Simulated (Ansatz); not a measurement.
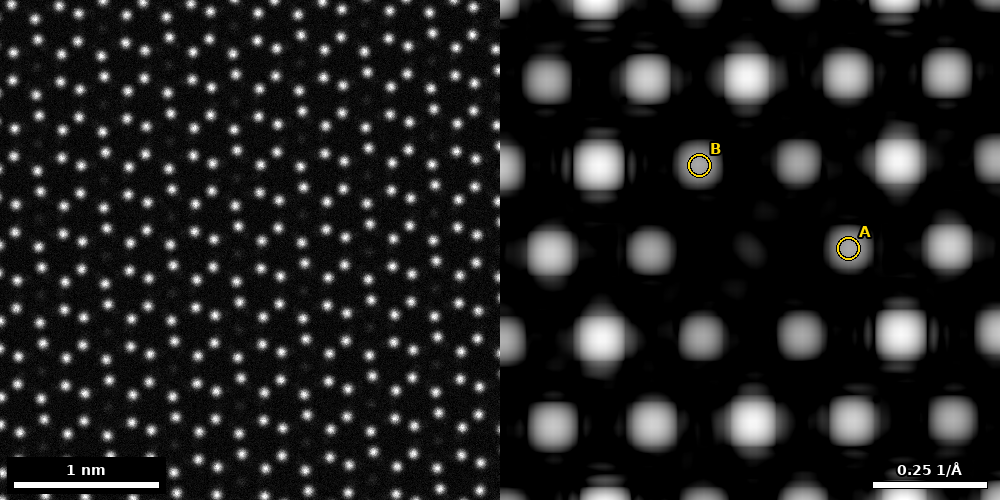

Z-contrast image of Hg6PO6 (R-3, No. 148) along [001]. Simulation: incoherent imaging, intensity Z^1.6 per atom, probe width 0.50 Å, thin sample. The display is stretched by a gamma of 0.8; percentages refer to the linear signal. Shot noise was added. Structure used: the end point of a relaxation with DFT, PAW plane waves, r2scan in Ansatz 0.2.0; the starting structure was generated, so it need not be a known form of this composition.

The right panel is the modulus of the image's Fourier transform on a logarithmic scale.

a = 9.091 Å, b = 9.091 Å, c = 8.215 Å, α = 90.00°, β = 90.00°, γ = 120.00°

Q: Index the marked spots and give their plane spacings (the zone axis points at the viewer; indices equivalent by symmetry, or all signs reversed, are as good).

A: (-1 2 0), d = 4.55 Å; B: (-1 -1 0), d = 4.55 Å. A and B enclose 120°, and every spot obeys the zone law hu + kv + lw = 0 for [001].
